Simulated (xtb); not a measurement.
# Two attempts at doublet B2FH4

Aim: a geometry optimisation of doublet B2FH4 at GFN0-xTB.

The calculation is run with xtb 6.7.1.

## 1. The system as given

B2FH4 has 7 atoms, charge 0, and is taken as a doublet. SMILES of the parent species: `B[BH2-]F`. Geometry: a GFN2-xTB relaxation, a rough one for these elements and not checked as a minimum. That shape belongs to the parent species and isn't relaxed for this state. The run starts from this shape.

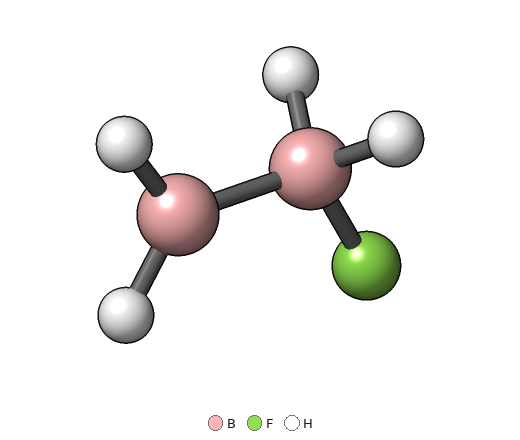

Viewed from a chosen angle; boron pink, fluorine green, hydrogen white.

## 2. First attempt

Contents of xtb.inp:

```
$chrg 0
$spin 1
$end
```

Contents of struc.xyz:

```xyz
8
start
B     -0.557490    -0.547080    -0.606600
B      0.368860     0.392230     0.434760
F      1.833710     0.217080     0.299000
H     -1.752900    -0.488230    -0.588920
H     -0.165490    -1.324120    -1.424330
H      0.111990     0.150390     1.619360
H      0.161310     1.599740     0.266740
```

Run with:

```bash
$ xtb struc.xyz --gfn 0 --cycles 30 -I xtb.inp --opt normal > struc.out 2> xtb.err
```

Standard output:

```text
* xtb version 6.7.1
########################################################################
[ERROR] Program stopped due to fatal error
-2- reading geometry input 'struc.xyz' failed
-1- Error: Atom number missmatch in xyz file
 --> struc.xyz:1:1
  |
1 | 8
  | ^ found 7 atoms in input
  |
########################################################################
```

Standard error:

```text
ERROR STOP
Error termination. Backtrace:
abnormal termination of xtb
```

Run time: 0.096 s. Hardware: 1 thread of Intel Xeon Platinum 8259CL at 2.50GHz (Skylake/Cascade Lake), shared host.

## 3. Diagnosis

The input was rejected.

The telling line is `1- Error: Atom number missmatch in xyz file`. Cause: an atom count or index doesn't match the structure.

## 4. The mended input

Contents of mol.json:

```json
{"schema_name": "qcschema_molecule", "schema_version": 2, "symbols": ["B", "B", "F", "H", "H", "H", "H"], "geometry": [-1.05350342, -1.03383137, -1.14630787, 0.69704438, 0.74120728, 0.82157733, 3.46520969, 0.41022175, 0.56502811, -3.31250092, -0.92262099, -1.11289751, -0.31273078, -2.50222416, -2.69159361, 0.21163043, 0.28419591, 3.0601469, 0.30483172, 3.02307047, 0.50406555], "molecular_charge": 0, "molecular_multiplicity": 2}
```

Run with:

```bash
$ xtb mol.json --gfn 0 --opt normal > mol.out 2> xtb.err
```

Standard output:

```text
* xtb version 6.7.1
   ID    Z sym.   atoms
    1    5 B      1, 2
    2    9 F      3
    3    1 H      4-7

           -------------------------------------------------
          |                Calculation Setup                |
           -------------------------------------------------

          program call               : xtb mol.json --gfn 0 --opt normal
          coordinate file            : mol.json
          omp threads                :                     1

           -------------------------------------------------
          |                 G F N 0 - x T B                 |
           -------------------------------------------------

[... 105 lines left out ...]
          :   energy convergence         0.5000000E-05 Eh   :
[... 30 lines left out ...]
 * total energy  :    -8.7048887 Eh     change       -0.1350898E-01 Eh
[... 26 lines left out ...]
 * total energy  :    -8.7074261 Eh     change       -0.4988587E-04 Eh
[... 26 lines left out ...]
 * total energy  :    -8.7074699 Eh     change       -0.5506862E-07 Eh
[... 23 lines left out ...]
 final structure:
[... 169 lines left out ...]
 dipole moment from electron density (au)
[... 21 lines left out ...]
 * 2 distinct bonds (by element types)

   Z      Z             #   av. dist./Å        max./Å        min./Å
   1 H    5 B           4     1.1767001     1.1885512     1.1648321
   5 B    9 F           1     1.3957593     1.3957593     1.3957593

optimized geometry written to: xtbopt.json

           -------------------------------------------------
          | TOTAL ENERGY               -8.707469872504 Eh   |
          | GRADIENT NORM               0.000750482829 Eh/α |
          | HOMO-LUMO GAP               2.893028070569 eV   |
           -------------------------------------------------

------------------------------------------------------------------------
------------------------------------------------------------------------
 total:
 * wall-time:     0 d,  0 h,  0 min,  0.038 sec
 *  cpu-time:     0 d,  0 h,  0 min,  0.038 sec
 * ratio c/w:     0.981 speedup
 SCF:
 * wall-time:     0 d,  0 h,  0 min,  0.002 sec
 *  cpu-time:     0 d,  0 h,  0 min,  0.002 sec
 * ratio c/w:     0.999 speedup
 ANC optimizer:
 * wall-time:     0 d,  0 h,  0 min,  0.018 sec
 *  cpu-time:     0 d,  0 h,  0 min,  0.018 sec
 * ratio c/w:     0.999 speedup
```

Standard error:

```text
normal termination of xtb
```

Wall time 0.082 s (1 thread of Intel Xeon Platinum 8259CL at 2.50GHz (Skylake/Cascade Lake), shared host).

Steps, from the record of the run:

```csv
step,energy from the first frame kept (eV)
0,0.0000
1,-0.3676
2,-0.4258
3,-0.4353
4,-0.4366
5,-0.4374
6,-0.4378
7,-0.4378
```

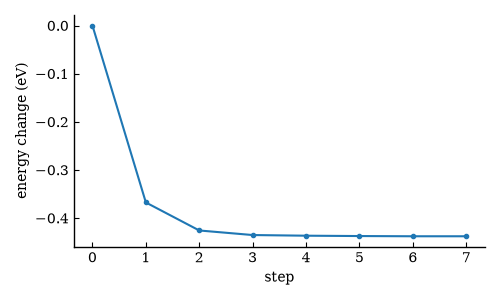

Energy along the run.

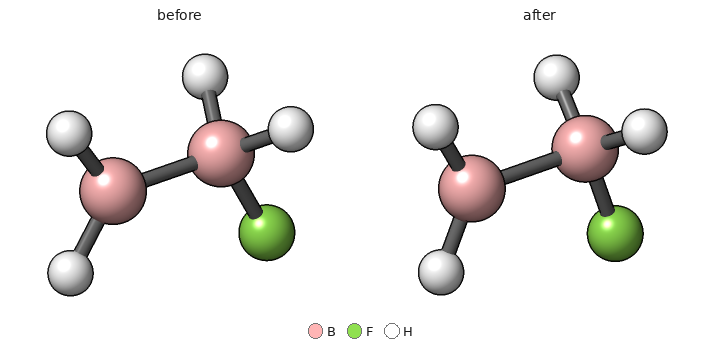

Before and after, at one scale.

After the run. Bond lengths: B1–B2 1.761 Å, B2–F3 1.396 Å, B1–H4 1.165 Å, B1–H5 1.165 Å, B2–H6 1.189 Å, B2–H7 1.188 Å. Angles: B1–B2–F3 105.5°, B1–B2–H6 103.5°, B1–B2–H7 103.4°, F3–B2–H6 112.4°, F3–B2–H7 112.5°, B2–B1–H4 115.3°, B2–B1–H5 118.5°, H6–B2–H7 117.9°, H4–B1–H5 126.2°.

## 5. What came out

At GFN0-xTB:

```
                      quantity         value
       total energy at the end   -8.70747 Eh
                 dipole moment        3.87 D
   HOMO energy (partly filled)      -9.88 eV
                   LUMO energy      -6.98 eV
             dispersion energy  -2.25 kJ/mol
mean polarisability (D4 model)    32.6 bohr³
```

**Reading.** The optimisation took 8 steps and changed the energy by -0.438 eV.
